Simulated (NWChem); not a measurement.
**HOF (SMILES OF) at 3 levels**

Aim: a comparison of 3 runs (B3LYP/6-31G*, M06-2X/aug-cc-pVTZ, PBE0/aug-cc-pVTZ) of HOF. 

Program for the calculation: NWChem 7.3.0.

2 further runs of the same task are left out: 2 set aside as unsound or not needed. Runs told in other sessions of the task aren't counted.

### 1 The structure to begin with

HOF has 3 atoms, charge 0, and is taken as a singlet. SMILES: `OF`. The coordinates come from a PBE0-D4/def2-TZVP relaxation.

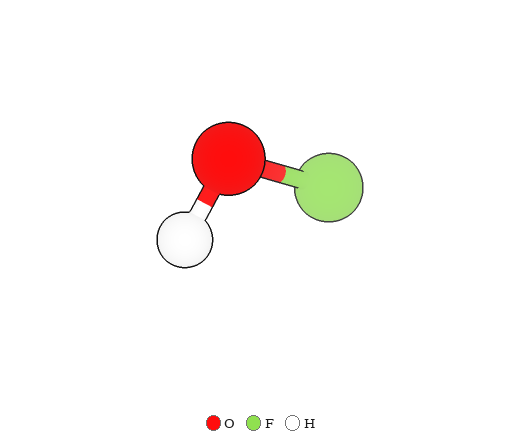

Viewed from a chosen angle; oxygen red, fluorine green, hydrogen white.

### 2 Energy and forces at B3LYP/6-31G(d) (spherical functions) (run 1)

File mymol.xyz:

```xyz
3
hypofluorous acid
O      0.430590    -0.210340     0.216330
F     -0.221910     1.014620    -0.010980
H     -0.208690    -0.804280    -0.205350
```

File run.py:

```python
from ase.io import read
from ase.calculators.nwchem import NWChem

molecule = read('mymol.xyz')

calc = NWChem(
    label='mymol',
    theory='dft',
    memory='2200 mb',
    basis='6-31G*',
    basispar='spherical bse',
    dft={'xc': 'b3lyp', 'mult': '1', 'grid': 'xfine', 'convergence': 'energy 1e-08', 'iterations': '100', 'mulliken': None},
)
molecule.calc = calc

forces = molecule.get_forces()
print("Total energy (eV):", round(molecule.get_potential_energy(), 6))
print("forces (eV/A):")
for s, f in zip(molecule.symbols, forces):
    print(f"{s:2s} {f[0]:10.5f} {f[1]:10.5f} {f[2]:10.5f}")
print("dipole (e A):", molecule.get_dipole_moment().round(4))
```

Started as:

```
$ export ASE_NWCHEM_COMMAND="nwchem PREFIX.nwi > PREFIX.nwo"
$ python run.py
```

What it wrote:

```text
Total energy (eV): -4776.113562
forces (eV/A):
O     0.74464   -0.61552    0.34617
F    -0.46537    0.80542   -0.16969
H    -0.27927   -0.18990   -0.17648
dipole (e A): [-0.2004 -0.3266 -0.1477]
```

The calculator wrote mymol.nwi:

```
title "mymol"

permanent_dir mymol

scratch_dir mymol

start mymol

geometry units angstrom nocenter noautosym noautoz
  O  4.3058999999999997e-01 -2.1034000000000000e-01 2.1632999999999999e-01
  F  -2.2191000000000000e-01 1.0146200000000001e+00 -1.0980000000000000e-02
  H  -2.0868999999999999e-01 -8.0427999999999999e-01 -2.0535000000000000e-01
end

memory 2200 mb

basis spherical bse noprint
   * library 6-31G*
end

dft
  xc b3lyp
  mult 1
  grid xfine
  convergence energy 1e-08
  iterations 100
  mulliken
end

task dft gradient
```

mymol.nwo:

```text
Northwest Computational Chemistry Package (NWChem) 7.3.0
             --------------------------------------------------------

           Job information
           ---------------

    nwchem branch   = 7.3.0
    use scalapack   = T
    input           = mymol.nwi
    prefix          = mymol.
    data base       = mymol/mymol.db
    status          = startup
    nproc           =        1

           Memory information
           ------------------

    heap     =     72089596 doubles =      550.0 Mbytes
    stack    =     72089601 doubles =      550.0 Mbytes
    global   =    144179200 doubles =     1100.0 Mbytes (distinct from heap & stack)
    total    =    288358397 doubles =     2200.0 Mbytes
    verify   = yes
    hardfail = no

           Directory information
           ---------------------

  0 permanent = mymol
  0 scratch   = mymol

                                NWChem Input Module
                                -------------------

                                       mymol
                                       -----

[... 64 lines left out ...]
  convergence criterion.
[... 17 lines left out ...]
          Convergence on gradient requested:  5.00D-04
[... 26 lines left out ...]
          Convergence aids based upon iterative change in
[... 28 lines left out ...]
 1-e energy   =    -310.600948
[... 37 lines left out ...]
         Total DFT energy =     -175.518937483565
[... 2 lines left out ...]
    Exchange-Corr. energy =      -19.357771722731
[... 278 lines left out ...]
          Convergence on energy requested:  1.00D-08
[... 24 lines left out ...]
          Spatial weights used:  Erf1
[... 4 lines left out ...]
          total energy or number of iterations.
[... 18 lines left out ...]
                            NWChem DFT Gradient Module
                            --------------------------

                                       mymol

  charge          =   0.00
  wavefunction    = closed shell

                         DFT ENERGY GRADIENTS

    atom               coordinates                        gradient
                 x          y          z           x          y          z
   1 O       0.813697  -0.397485   0.408804   -0.014481   0.011970  -0.006732
   2 F      -0.419349   1.917354  -0.020749    0.009050  -0.015663   0.003300
   3 H      -0.394367  -1.519869  -0.388055    0.005431   0.003693   0.003432

                 ----------------------------------------
                 |  Time  |  1-e(secs)   |  2-e(secs)   |
                 ----------------------------------------
                 |  CPU   |       0.00   |       0.21   |
                 ----------------------------------------
                 |  WALL  |       0.00   |       0.21   |
                 ----------------------------------------

 Task  times  cpu:        2.5s     wall:        2.5s
 Total times  cpu:        2.5s     wall:        2.5s
```

Run time: 3.9 s. Hardware: 1 thread of Intel Xeon 6975P-C (Granite Rapids), shared host; peak memory 0.12 GiB.

### 3 Energy and forces at M06-2X/aug-cc-pVTZ (run 2)

File work.nw:

```
start work
title "FHO gradient"
memory stack 880 mb heap 220 mb global 1100 mb

geometry units angstroms noautosym nocenter noautoz
   O        0.430590      -0.210340       0.216330
   F       -0.221910       1.014620      -0.010980
   H       -0.208690      -0.804280      -0.205350
end

basis spherical bse
   * library aug-cc-pVTZ
end

dft
   xc m06-2x
   grid fine
   convergence energy 1e-08
   maxiter 100
   mulliken
end

task dft gradient
```

Started as:

```
$ nwchem work.nw > work.out
```

What it wrote:

```text
[...]
          Wavefunction type:  closed shell.
          No. of atoms     :     3
          No. of electrons :    18
[...]
          Charge           :     0
          Spin multiplicity:     1
[...]
          AO basis - number of functions:   115
[...]
              XC Information
              --------------
                       M06-2X Method XC Functional
                     Hartree-Fock (Exact) Exchange  0.540
                        M06-2X Exchange Functional  1.000
                      M06-2X Correlation Potential  1.000
[...]
 d= 0,ls=0.0,diis     1   -175.5143734589 -2.10D+02  2.68D-03  4.20D-01     2.0
[...]
 d= 0,ls=0.0,diis     8   -175.5445861774 -5.76D-09  9.17D-07  8.89D-08    15.4
         Total DFT energy =     -175.544586177444
      One electron energy =     -310.918837702467
           Coulomb energy =      120.553825089305
    Exchange-Corr. energy =      -19.242277139454
 Nuclear repulsion energy =       34.062703575172
[...]
      Total Density - Mulliken Population Analysis
     ---------------------------------------------
    Atom       Charge   Shell Charges
 -----------   ------   -------------------------------------------------------
    1 O    8     8.15   1.95  0.26  1.03  0.69  0.07  1.23  1.98  0.89  0.03  0.00  0.04 -0.01  0.00  0.01
    2 F    9     9.16   1.95  0.28  1.06  0.67  0.01  1.53  2.31  1.29  0.03  0.00  0.01  0.01  0.00  0.00
    3 H    1     0.68   0.26  0.36 -0.01 -0.00  0.02  0.04  0.01  0.01  0.01
[...]
  wavefunction    = closed shell
                         DFT ENERGY GRADIENTS
    atom               coordinates                        gradient
                 x          y          z           x          y          z
   1 O       0.813697  -0.397485   0.408804    0.003038  -0.003727   0.001278
   2 F      -0.419349   1.917354  -0.020749   -0.002322   0.003899  -0.000860
   3 H      -0.394367  -1.519869  -0.388055   -0.000717  -0.000172  -0.000418
[...]
```

Run time: 32 s. Hardware: 1 thread of Intel Xeon 6975P-C (Granite Rapids), shared host; peak memory 0.13 GiB.

### 4 Energy and gradient at PBE0/aug-cc-pVTZ (run 3)

File job.nw:

```
start job
title "FHO PBE0"
memory 2200 mb

geometry units atomic noautosym nocenter noautoz
 O      0.81369717    -0.39748499     0.40880445
 F     -0.41934912     1.91735392    -0.02074919
 H     -0.39436694    -1.51986893    -0.38805526
end

basis spherical bse
 * library aug-cc-pVTZ
end

dft
 xc pbe0
 grid fine
 convergence energy 1e-08
 maxiter 100
 mulliken
 print medium
end

task dft gradient
```

Started as:

```
$ nwchem job.nw > job.out
```

What it wrote:

```text
[...]
          Wavefunction type:  closed shell.
          No. of atoms     :     3
          No. of electrons :    18
[...]
          Charge           :     0
          Spin multiplicity:     1
[...]
          AO basis - number of functions:   115
[...]
              XC Information
              --------------
                         PBE0 Method XC Functional
                     Hartree-Fock (Exact) Exchange  0.250
          PerdewBurkeErnzerhof Exchange Functional  0.750
            Perdew 1991 LDA Correlation Functional  1.000 local
           PerdewBurkeErnz. Correlation Functional  1.000 non-local
[...]
 d= 0,ls=0.0,diis     1   -175.4017520575 -2.09D+02  3.48D-03  4.94D-01     2.0
[...]
 d= 0,ls=0.0,diis     8   -175.4351183828  4.20D-09  8.49D-07  1.01D-07    13.0
         Total DFT energy =     -175.435118382832
      One electron energy =     -310.982820285471
           Coulomb energy =      120.617281632792
    Exchange-Corr. energy =      -19.132280927446
 Nuclear repulsion energy =       34.062701197294
[...]
      Total Density - Mulliken Population Analysis
     ---------------------------------------------
    Atom       Charge   Shell Charges
 -----------   ------   -------------------------------------------------------
    1 O    8     8.07   1.95  0.26  1.02  0.66  0.07  1.23  1.98  0.82  0.03  0.00  0.04 -0.01  0.00  0.01
    2 F    9     9.18   1.94  0.28  1.07  0.68  0.02  1.54  2.32  1.25  0.04  0.00  0.01  0.01  0.00  0.00
    3 H    1     0.75   0.26  0.40 -0.00 -0.00  0.02  0.05  0.01  0.01  0.01
[...]
  wavefunction    = closed shell
                         DFT ENERGY GRADIENTS
    atom               coordinates                        gradient
                 x          y          z           x          y          z
   1 O       0.813697  -0.397485   0.408804    0.000622   0.001400   0.000502
   2 F      -0.419349   1.917354  -0.020749    0.000294  -0.000751   0.000081
   3 H      -0.394367  -1.519869  -0.388055   -0.000917  -0.000649  -0.000582
[...]
```

It took 26 s on 1 thread of Intel Xeon 6975P-C (Granite Rapids), shared host; peak memory 0.13 GiB.

### 5 Overview of the runs

```tsv
run	level	integration grid	energy (Eh)	dipole moment (D)	HOMO energy (eV)	LUMO energy (eV)	wall time
1	B3LYP/6-31G* (spherical functions)	xfine	-175.518937	1.97	-8.24	-0.64	3.9 s
2	M06-2X/aug-cc-pVTZ	fine	-175.544586	1.95	-11.38	-0.36	32 s
3	PBE0/aug-cc-pVTZ	fine	-175.435118	1.90	-9.26	-1.21	26 s
```

### 6 Summary of results

| quantity | value |
| --- | --- |
| run 3: total energy | -175.43512 Eh |
| run 3: dipole moment | 1.90 D |
| run 3: HOMO energy | -9.26 eV |
| run 3: LUMO energy | -1.21 eV |
| run 3: HOMO–LUMO gap | 8.06 eV |
| run 3: largest force on an atom | 0.083 eV/Å |

In words: The dipole moment (its size) runs from 1.90 D (PBE0/aug-cc-pVTZ) to 1.97 D (B3LYP/6-31G*). The two ends differ in method and basis. The HOMO–LUMO gap runs from 7.59 eV (B3LYP/6-31G*) to 11.02 eV (M06-2X/aug-cc-pVTZ). Totals of different functionals can't be ranked against each other. All runs together took 61 s, the longest 32 s.
